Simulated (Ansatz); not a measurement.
**SiH3OF (SMILES O[SiH2]F) at wB97M-V/aug-cc-pVDZ**

What is the energy change on altering one bond length of SiH3OF at wB97M-V/aug-cc-pVDZ? 

The results are computed with Ansatz 0.2.0.

72 further runs of the same task are left out: 72 set aside as unsound or not needed.

**1. The system as given**

SiH3OF: 6 atoms, total charge 0, spin state singlet. As SMILES, `O[SiH2]F`. Geometry: relaxed at PBE0-D4/def2-TZVP. This is one conformer, not always the lowest.

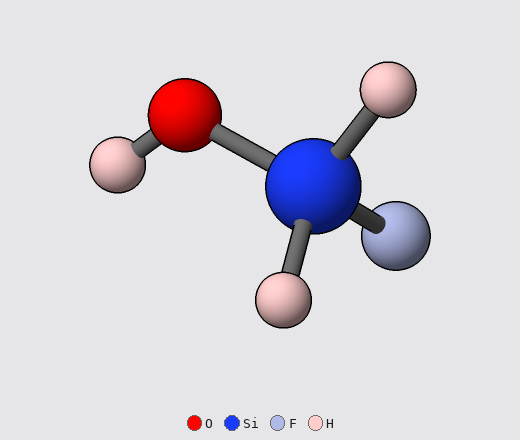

Viewed from a chosen angle; oxygen red, silicon blue, fluorine light blue, hydrogen pink.

**2. The energy at wB97M-V/aug-cc-pVDZ**

in.yaml reads:

```yaml
crystal:
  periodic: [false, false, false]
  atoms:
    - {symbol: O, position_ang: [-0.853500, -0.209200, -0.924100]}
    - {symbol: Si, position_ang: [0.378300, -0.009300, 0.123900]}
    - {symbol: F, position_ang: [0.180800, -0.922800, 1.417800]}
    - {symbol: H, position_ang: [-1.714200, 0.150200, -0.705600]}
    - {symbol: H, position_ang: [1.595600, -0.458500, -0.575800]}
    - {symbol: H, position_ang: [0.455100, 1.385600, 0.617600]}
basis:
  gaussian: {orbitals: aug-cc-pVDZ}
output: {orbitals: {seedname: orbitals}}
accuracy: high
total_charge: 0
hamiltonian: {xc: {name: wB97M-V}}
```

Command:

```
$ ansatz run in.yaml --threads 1 --pin off --max-ram 3480MiB --events-out events.jsonl --progress --plain --runs-dir runs
```

What it wrote:

```text
Warning: RAYON_NUM_THREADS=1 ignored (pool sized by the plan → 1); use --threads N
Functional definition: wB97M-V
  name "wB97M-V"
  parameter omega = 0.3/bohr
  parameter cx = 0.15
  parameter cx01 = 1.007
  parameter cx10 = 0.259
  parameter css00 = 0.443
  parameter css04 = -1.437
  parameter css10 = -4.535
  parameter css20 = -3.390
  parameter css43 = 4.278
  parameter cos00 = 1.000
  parameter cos10 = 1.358
  parameter cos20 = 2.924
  parameter cos21 = -8.812
  parameter cos60 = -1.390
  parameter cos61 = 9.142
  parameter b = 6.0
  parameter c = 0.01
  gx(w, u) = 1 - cx + cx01*u + cx10*w
  gss(w, u) = css00 + css04*u^4 + css10*w + css20*w^2 + css43*w^4*u^3
  gos(w, u) = cos00 + cos10*w + (cos20 + cos21*u)*w^2 + (cos60 + cos61*u)*w^6
  exchange = spin_sum(e_x_unif_sr(omega)*gx(b97_w, b97_u_x)) + cx*exact_x_sr(omega) + exact_x_lr(omega)
  correlation = spin_sum(e_c_pw_mod_same_spin*gss(b97_w, b97_u_same))
      + integral(e_c_pw_mod_opposite_spin*gos(b97_w_opposite, b97_u_opposite)) + vv10(b, c)
2017 factors; integrals over basis functions are off by at most 3.4e-9 eV
437 factors; integrals over basis functions are off by at most 1.7e-9 eV
mean field evaluation 1: about -12687.1320 eV, gradient 5.2e1 eV
mean field evaluation 2: about -12686.0057 eV, gradient 5.9e1 eV
mean field evaluation 4: about -12691.5770 eV, gradient 1.4e0 eV
mean field evaluation 8: about -12691.6292 eV, gradient 2.0e-2 eV
mean field evaluation 16: about -12691.6292 eV, gradient 8.3e-6 eV
mean field -12691.62920083 eV, -466.4087704354 hartree, gradient 3.1e-8 eV, S^2 0.000000; 0 other end points of the search recorded, 0 dependent functions left out
reference -12691.62921176 eV, -466.4087708370 hartree; 17, 17 occupied and 83, 83 virtual orbitals, 2017 factors
Total energy: -12691.62921176 eV, -466.4087708370 hartree
```

Run time: 58 s. Hardware: 1 thread of Arm Neoverse V2, shared host; peak memory 0.56 GiB.

**3. The distorted shape, same level**

input.yaml reads:

```yaml
crystal:
  periodic: [false, false, false]
  atoms:
    - symbol: O
      position_ang: [-1.038240, -0.239180, -1.081274]
    - symbol: Si
      position_ang: [0.378300, -0.009300, 0.123900]
    - symbol: F
      position_ang: [0.180800, -0.922800, 1.417800]
    - symbol: H
      position_ang: [-1.898940, 0.120220, -0.862774]
    - symbol: H
      position_ang: [1.595600, -0.458500, -0.575800]
    - symbol: H
      position_ang: [0.455100, 1.385600, 0.617600]
basis:
  gaussian:
    orbitals: aug-cc-pVDZ
hamiltonian:
  xc: {name: wB97M-V}
accuracy: high
output:
  orbitals: {seedname: orbitals}
```

Command:

```
$ ansatz run input.yaml --threads 1 --pin off --max-ram 3480MiB --events-out events.jsonl --progress --plain --runs-dir runs
```

What it wrote, shortened:

```text
Warning: RAYON_NUM_THREADS=1 ignored (pool sized by the plan → 1); use --threads N
[... 2 set-up lines as earlier in the session ...]
[...]
  gx(w, u) = 1 - cx + cx01*u + cx10*w
  gss(w, u) = css00 + css04*u^4 + css10*w + css20*w^2 + css43*w^4*u^3
  gos(w, u) = cos00 + cos10*w + (cos20 + cos21*u)*w^2 + (cos60 + cos61*u)*w^6
[...]
      + integral(e_c_pw_mod_opposite_spin*gos(b97_w_opposite, b97_u_opposite)) + vv10(b, c)
2012 factors; integrals over basis functions are off by at most 3.6e-9 eV
443 factors; integrals over basis functions are off by at most 2.2e-9 eV
[...]
mean field -12691.21298292 eV, -466.3934747090 hartree, gradient 9.6e-8 eV, S^2 0.000000; 0 other end points of the search recorded, 0 dependent functions left out
reference -12691.21299316 eV, -466.3934750856 hartree; 17, 17 occupied and 83, 83 virtual orbitals, 2012 factors
Total energy: -12691.21299316 eV, -466.3934750856 hartree
```

Wall time 57 s (1 thread of Arm Neoverse V2, shared host); peak memory 0.56 GiB.

**4. Outcome**

At wB97M-V/aug-cc-pVDZ:

| quantity | value |
| --- | --- |
| first shape: total energy | -466.40877 Eh |
| first shape: HOMO energy | -11.64 eV |
| first shape: LUMO energy | 0.32 eV |
| first shape: HOMO–LUMO gap | 11.95 eV |
| distorted shape: total energy | -466.39348 Eh |
| distorted shape: HOMO energy | -11.53 eV |
| distorted shape: LUMO energy | 0.40 eV |
| distorted shape: HOMO–LUMO gap | 11.93 eV |
| energy change with the O1–Si2 bond stretched from 1.630 to 1.874 Å | 0.416 eV |

With the O1–Si2 bond stretched from 1.630 to 1.874 Å the energy rises by 0.42 eV (9.6 kcal/mol). The first shape isn't relaxed at this level, so the change isn't measured from a minimum.
